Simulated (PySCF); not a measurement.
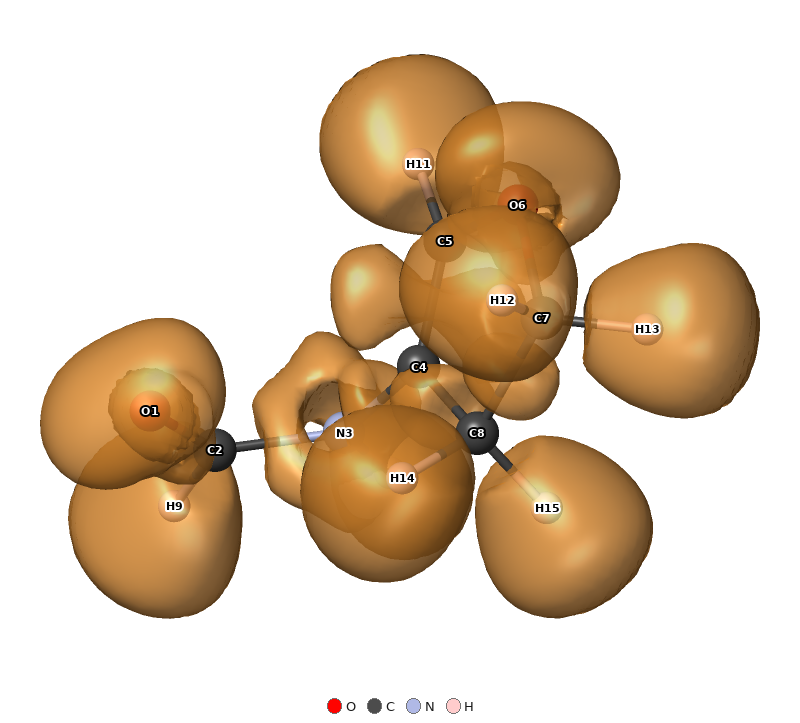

C5H7NO2 (SMILES O=CNC1=COCC1). Isosurface of the ELF at 0.75 (orange), seen at an oblique angle. Core shells and regions of very low density are left out.

Geometry: GFN2-xTB.

All numbers below come from PBE0/pcSseg-1, SCF density, in a water solvent model, non-relativistic in PySCF.

Input file:

```
{"job": {"kind": "nmr", "xc": "PBE0", "basis": "pcSseg-1", "solvent": "water", "pop": false}, "charge": 0, "multiplicity": 1}
O      1.485618     2.278433    -0.449318
C      2.126617     1.262196    -0.448191
N      1.657135     0.035812    -0.125693
C      0.309491    -0.184581     0.226679
C     -0.236343    -0.138609     1.438331
O     -1.567341    -0.373503     1.464686
C     -2.009145    -0.567823     0.113966
C     -0.774383    -0.456708    -0.795322
H      3.200538     1.225076    -0.716843
H      2.267679    -0.765056    -0.196394
H      0.221084     0.045989     2.392804
H     -2.758582     0.197715    -0.103877
H     -2.484942    -1.551189     0.059369
H     -0.853742     0.367523    -1.505632
H     -0.583684    -1.375275    -1.354567
```

Command:

```sh
OMP_NUM_THREADS=1 python ens_run.py task.json out
```

**What do the ELF domains correspond to?**

The ELF exceeds this value in three regions between bonded C–C atoms (shared pairs), seven regions around hydrogen nuclei and two regions on O in which the atom's valence shell and bonds are merged. Along the contacts the grid gives the following. C–O (1.20 Å): the ELF peaks at about 0.85 between the atoms: a multiple bond. C–C (1.33 Å): the ELF peaks at about 0.95 between the atoms: a short, multiple covalent bond.
